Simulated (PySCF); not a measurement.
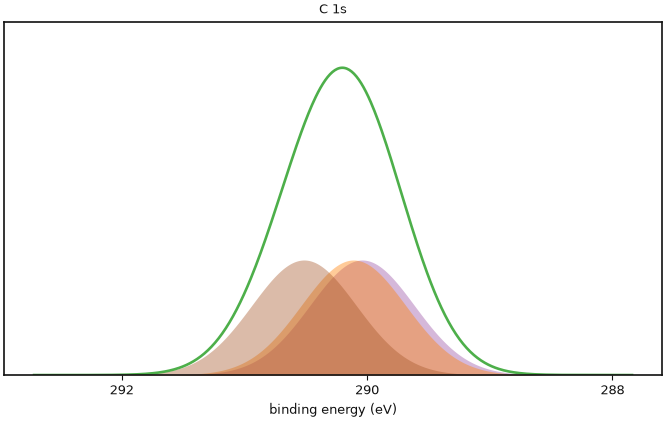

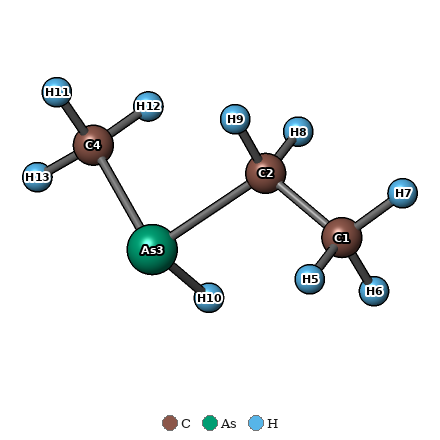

Simulated XPS of C₃H₉As, SMILES CC[AsH]C. Vertical core-electron binding energies by ΔSCF (HF, pcX-2 on the ionised atom, pcseg-1 elsewhere, spin-free X2C; PySCF 2.14.0, at a PBE0-D3(BJ)/def2-SVP geometry (no frequency check)), gas phase, against the vacuum level. One atom of each kind was ionised; within a panel, areas follow the number of like atoms, Gaussians of 1.0 eV full width. Only the regions named are shown. Lines closer than the width merge in the curve.

Q: Which atoms give which peak?

A:
```csv
level,atoms,binding energy (eV)
C 1s,C1,290.5
C 1s,C4,290.1
C 1s,C2,290.0
```

Q: How large is the chemical shift across the C 1s region?

A: 0.5 eV, from C2 at 290.0 eV to C1 at 290.5 eV.

Caveats: one conformer of a flexible molecule.
